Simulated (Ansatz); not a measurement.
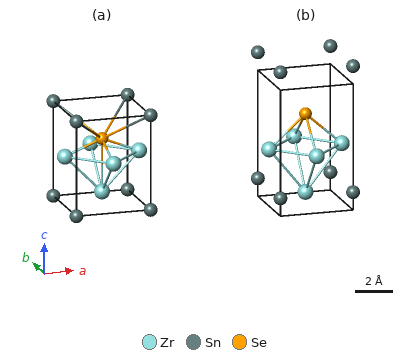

The structure of a crystal of Zr3SnSe (a generated structure, set up in P4mm) (coarse preliminary run) before (left) and after (right) a relaxation, at one scale.

A ball-and-stick model of the cell of the calculation, seen slightly off an axis.

These are results of DFT PBE, scalar-relativistic, plane waves, PAW in Ansatz, not measurements.

Input
```yaml
crystal:
  lattice:
    - [4.29680504, 0.0, 0.0]
    - [0.0, 4.29680504, 0.0]
    - [0.0, 0.0, 5.44618053]
  atoms:
    - { symbol: Zr, position: [0.5, 0.5, 0.1201] }
    - { symbol: Zr, position: [0.0, 0.5, 0.52090001] }
    - { symbol: Zr, position: [0.5, 0.0, 0.52090001] }
    - { symbol: Sn, position: [0.0, 0.0, 0.0] }
    - { symbol: Se, position: [0.5, 0.5, 0.68000001] }
basis:
  ecutwfc: 420
kpoints:
  mp_grid: { grid: [4, 4, 4] }
hamiltonian:
  xc: pbe
scf:
  occupations: { method: gaussian, width: 0.1 }
  lower_state_search: "off"
output:
  forces: true
  stress: true
  eigenvalues: true
relax:
  adjacent_minimum: "off"
  f_tol: 0.04
  max_steps: 70
  cell: { stress_tol: 0.4 }
```

Command:
```bash
ansatz run input.yaml --threads 1 --pin off --max-ram 2560MiB --backend cpu --events-out ev --progress --plain --runs-dir out
```

### Describe what moved and what it gained.

The largest move relative to the cell is that of Sn4, 1.03 Å along +c. By element the largest moves are Sn 1.03 Å, Zr 0.51 Å, Se 0.22 Å. The drawn cell changes as follows: a = b 4.297 → 4.205 Å (−2.1 %), c 5.446 → 7.251 Å (+33.1 %); the volume changes by +27.5 %. Some distances before and after: Zr1–Se5 3.049 → 4.500 Å, Sn4–Se5 3.503 → 4.319 Å, Zr2–Se5 2.317 → 2.819 Å, Zr2–Sn4 3.559 → 3.072 Å. Among the angles between lasting bonds that change: Zr2–Se5–Zr2 136.1° → 96.5°, Zr1–Se5–Zr2 112.0° → 131.8°, Zr2–Se5–Zr3 82.0° → 63.7°. The space group stays P4mm (No. 99). After 14 accepted moves (17 points after the start) the energy has fallen by 858 meV per atom. Largest force component: 3.9 eV/Å at the start, 0.014 eV/Å at the end. Pressure: 30.96 GPa at the start and 0.01 GPa at the end. The line search rejected the trial step at point 9 of the run. At 2 points the geometry stayed and the basis and grid were re-selected for the new cell (energy shift of 22.6 meV per atom at most each time).
